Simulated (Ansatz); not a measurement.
# ZrSiO, response to strain

The reference is ZrSiO (space group P4/nmm, No. 129; a cell from a computed database, its experimental status unchecked).

```yaml
crystal:
  lattice:
    - [3.31258, 0.00000, 0.00000]
    - [0.00000, 3.31258, 0.00000]
    - [0.00000, 0.00000, 7.32279]
  atoms:
    - { symbol: Zr, position: [0.00000, 0.50000, 0.69068] }
    - { symbol: Zr, position: [0.50000, 0.00000, 0.30932] }
    - { symbol: Si, position: [0.50000, 0.50000, 0.00000] }
    - { symbol: Si, position: [0.00000, 0.00000, 0.00000] }
    - { symbol: O, position: [0.00000, 0.50000, 0.38960] }
    - { symbol: O, position: [0.50000, 0.00000, 0.61040] }
```

Cartesian axes are those of the cell as printed.

Strains are applied to the cell and any free atomic positions relax; under biaxial strain the out-of-plane vector relaxes too.

The values are results of Ansatz (a quantum-chemistry and plane-wave program) PBE, scalar-relativistic without spin-orbit coupling, not measurements.

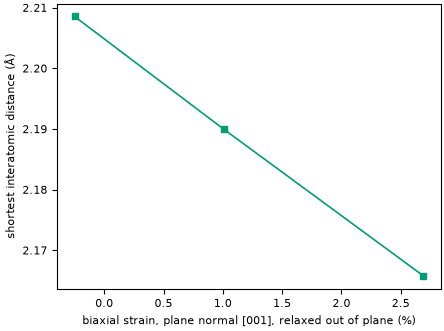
Fig. 1. Shortest interatomic distance against biaxial strain, plane normal [001], relaxed out of plane

**Question.** From the plot, what is the shortest interatomic distance for biaxial strain −0.25 %, plane normal [001], relaxed out of plane?

**Answer.** About 2.209 Å.

**Question.** Is the trend monotonic over the range shown?

**Answer.** Yes, it falls throughout, spanning 2.166 Å to 2.209 Å.

Without a gap, meshes like the base's 14×14×7 leave anisotropic stresses uncertain by several tenths of a GPa, and small strain energies with them. Stability against distortions was not tested. The final runs are not spin-polarised.
